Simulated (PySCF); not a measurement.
**SiCl2 (SMILES Cl[Si]Cl) at FCI/STO-3G**

Aim: the energy change on altering one bond length of SiCl2 at FCI/STO-3G, from 2 runs. 

Program for the calculation: PySCF 2.14.0.

8 further runs of the same task are left out: 1 that didn't finish, 7 set aside as unsound or not needed.

**1. Starting point**

SiCl2 has 3 atoms, charge 0, and is taken as a singlet. As SMILES, `Cl[Si]Cl`. The shape is that of a GFN2-xTB optimisation.

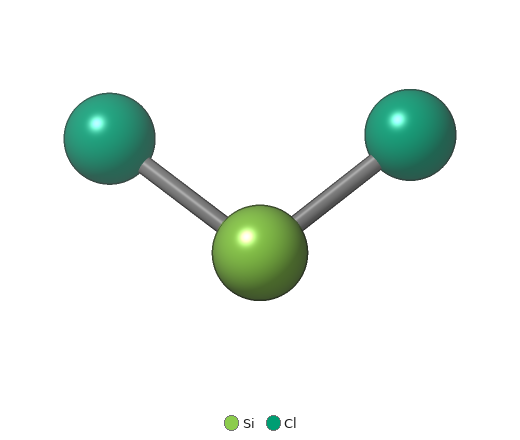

Viewed from a chosen angle; silicon green, chlorine teal.

**2. The energy at FCI/STO-3G**

Input file input.py:

```python
# SiCl2
from pyscf import gto, mcscf
from pyscf import fci

mol = gto.M(
    atom='''
Si       0.005140      -0.006950      -0.869340
Cl       1.581630      -0.018940       0.444080
Cl      -1.586770       0.025890       0.425270
''',
    verbose=4,
    basis='sto-3g',
    max_memory=1860,
)

myscf = mol.RHF()
myscf.conv_tol = 1e-10
myscf.kernel()
if not myscf.converged:
    myscf = myscf.newton().run(myscf.mo_coeff, myscf.mo_occ)

cas = mcscf.CASCI(myscf, myscf.mo_coeff.shape[-1] - 15, (mol.nelec[0] - 15, mol.nelec[1] - 15))  # full CI above the frozen core
cas.fcisolver = fci.direct_spin0.FCI(mol)  # even spin states alone
cas.kernel()
print('<S^2> = %.4f' % cas.fcisolver.spin_square(cas.ci, cas.ncas, cas.nelecas)[0])
energy = cas.e_tot
print(f'total energy: {energy:.8f} hartree')
```

The run is started by

```
$ OMP_NUM_THREADS=1 python input.py
```

Log:

```text
PySCF version 2.14.0

[INPUT] num. atoms = 3
[INPUT] num. electrons = 48
[INPUT] charge = 0
[INPUT] spin (= nelec alpha-beta = 2S) = 0
[INPUT] symmetry False subgroup None
[INPUT] Mole.unit = angstrom
[INPUT] Symbol           X                Y                Z      unit          X                Y                Z       unit  Magmom
[INPUT]  1 Si     0.005140000000  -0.006950000000  -0.869340000000 AA    0.009713192280  -0.013133596566  -1.642814509129 Bohr   0.0
[INPUT]  2 Cl     1.581630000000  -0.018940000000   0.444080000000 AA    2.988847530396  -0.035791412799   0.839189577397 Bohr   0.0
[INPUT]  3 Cl    -1.586770000000   0.025890000000   0.425270000000 AA   -2.998560722676   0.048925009365   0.803643828994 Bohr   0.0

nuclear repulsion = 171.01197876534
number of shells = 15
number of NR pGTOs = 81
number of NR cGTOs = 27
basis = sto-3g
ecp = {}

******** <class 'pyscf.scf.hf.RHF'> ********
method = RHF
initial guess = minao
damping factor = 0
level_shift factor = 0
DIIS = <class 'pyscf.scf.diis.CDIIS'>
diis_start_cycle = 1
diis_space = 8
diis_damp = 0
SCF conv_tol = 1e-10
SCF conv_tol_grad = None
SCF max_cycles = 50
direct_scf = True
direct_scf_tol = 1e-13
Set gradient conv threshold to 1e-05
Initial guess from minao.
init E= -1194.11740985874
  HOMO = -0.266052430397141  LUMO = 0.0474178914120788  gap/eV = 8.52996
cycle= 1 E= -1194.79082503458  delta_E= -0.673  |g|= 0.275  |ddm|= 2.25
  HOMO = -0.320465947167904  LUMO = 0.0796107533371716  gap/eV = 10.88664
cycle= 2 E= -1194.84053085  delta_E= -0.0497  |g|= 0.0531  |ddm|= 0.872
  HOMO = -0.305471131705628  LUMO = 0.138138040970588  gap/eV = 12.07122
cycle= 3 E= -1194.84205398185  delta_E= -0.00152  |g|= 0.0125  |ddm|= 0.113
  HOMO = -0.306044013948322  LUMO = 0.140582074214242  gap/eV = 12.15331
cycle= 4 E= -1194.84225537138  delta_E= -0.000201  |g|= 0.00272  |ddm|= 0.0664
  HOMO = -0.306072786395096  LUMO = 0.140438952517314  gap/eV = 12.15020
cycle= 5 E= -1194.84226597817  delta_E= -1.06e-05  |g|= 0.000496  |ddm|= 0.0154
  HOMO = -0.306087908431283  LUMO = 0.140505364080454  gap/eV = 12.15242
cycle= 6 E= -1194.84226625992  delta_E= -2.82e-07  |g|= 5.57e-05  |ddm|= 0.00203
  HOMO = -0.306072945272804  LUMO = 0.140497543012513  gap/eV = 12.15180
cycle= 7 E= -1194.84226626369  delta_E= -3.77e-09  |g|= 8.43e-06  |ddm|= 0.000242
  HOMO = -0.30607327336006  LUMO = 0.140498461243509  gap/eV = 12.15184
cycle= 8 E= -1194.84226626375  delta_E= -5.91e-11  |g|= 9.85e-07  |ddm|= 2.77e-05
  HOMO = -0.306073088393997  LUMO = 0.140498498141577  gap/eV = 12.15183
Extra cycle  E= -1194.84226626375  delta_E= -4.55e-13  |g|= 3.6e-07  |ddm|= 2.77e-06
converged SCF energy = -1194.84226626375

******** <class 'pyscf.mcscf.casci.CASCI'> ********
CAS (9e+9e, 12o), ncore = 15, nvir = 0
natorb = False
canonicalization = True
sorting_mo_energy = False
******** <class 'pyscf.fci.direct_spin0.FCISolver'> ********
max. cycles = 100
conv_tol = 1e-10
davidson only = False
linear dependence = 1e-14
level shift = 0.001
max iter space = 12
nroots = 1
pspace_size = 400
spin = None
Density matrix diagonal elements [1.99772472 1.99850908 1.98026283 1.98465839 1.99399229 1.98595091
 1.99355966 1.99599764 1.9525408  0.05745367 0.03227081 0.02707919]
CASCI converged
CASCI E = -1194.89477449803  E(CI) = -55.4087220569152  S^2 = 0.0000000
<S^2> = 0.0000
total energy: -1194.89477450 hartree
```

Wall time 1.9 s (1 thread of Arm Neoverse N1, shared host); peak memory 0.13 GiB.

**3. The distorted shape at the same level**

Input file run.py:

```python
from pyscf import gto, scf, mcscf
from pyscf import fci

system = gto.M(
    atom=[
    ('Si', (-0.783075, -0.000955, -1.526025)),
    ('Cl', (1.581630, -0.018940, 0.444080)),
    ('Cl', (-2.374985, 0.031885, -0.231415)),
],
    max_memory=1860,
    basis='sto-3g',
    verbose=3,
)

mf = scf.RHF(system)
mf.conv_tol = 1e-10
mf.kernel()
if not mf.converged:
    mf = mf.newton().run(mf.mo_coeff, mf.mo_occ)

cas = mcscf.CASCI(mf, mf.mo_coeff.shape[-1] - 15, (system.nelec[0] - 15, system.nelec[1] - 15))  # full CI above the frozen core
cas.fcisolver = fci.direct_spin0.FCI(system)  # even spin states alone
cas.kernel()
print('<S^2> = %.4f' % cas.fcisolver.spin_square(cas.ci, cas.ncas, cas.nelecas)[0])
energy = cas.e_tot
print('Final energy', energy)
```

The run is started by

```
$ OMP_NUM_THREADS=1 python run.py
```

Log:

```text
converged SCF energy = -1194.71676594584
CASCI E = -1194.79086781988  E(CI) = -51.1790725896483  S^2 = 0.0000000
<S^2> = 0.0000
Final energy -1194.7908678198833
```

Wall time 2.3 s (1 thread of Arm Neoverse N1, shared host); peak memory 0.13 GiB.

**4. Results**

At FCI/STO-3G, 15 core orbitals frozen:

| quantity | value |
| --- | --- |
| first shape: total energy | -1194.89477 Eh |
| first shape: dipole moment (Hartree–Fock density) | 2.98 D |
| first shape: HOMO energy (Hartree–Fock orbitals) | -8.33 eV |
| first shape: LUMO energy (Hartree–Fock orbitals) | 3.82 eV |
| first shape: HOMO–LUMO gap (Hartree–Fock orbitals) | 12.15 eV |
| first shape: correlation energy (15 core orbitals frozen) | -52.5 mEh |
| distorted shape: total energy | -1194.79087 Eh |
| distorted shape: dipole moment (Hartree–Fock density) | 8.21 D |
| distorted shape: HOMO energy (Hartree–Fock orbitals) | -6.36 eV |
| distorted shape: LUMO energy (Hartree–Fock orbitals) | 1.98 eV |
| distorted shape: HOMO–LUMO gap (Hartree–Fock orbitals) | 8.33 eV |
| distorted shape: correlation energy (15 core orbitals frozen) | -74.1 mEh |
| energy change with the Si1–Cl2 bond stretched from 2.052 to 3.078 Å | 2.827 eV |

With the Si1–Cl2 bond stretched from 2.052 to 3.078 Å the energy rises by 2.83 eV (65 kcal/mol). The first shape isn't relaxed at this level, so the change isn't measured from a minimum. The minimal basis adds a large error of its own. Mulliken charges (distorted shape) of the mean-field density run from -0.61 on Cl2 to +0.93 on Si1; they depend strongly on the basis.
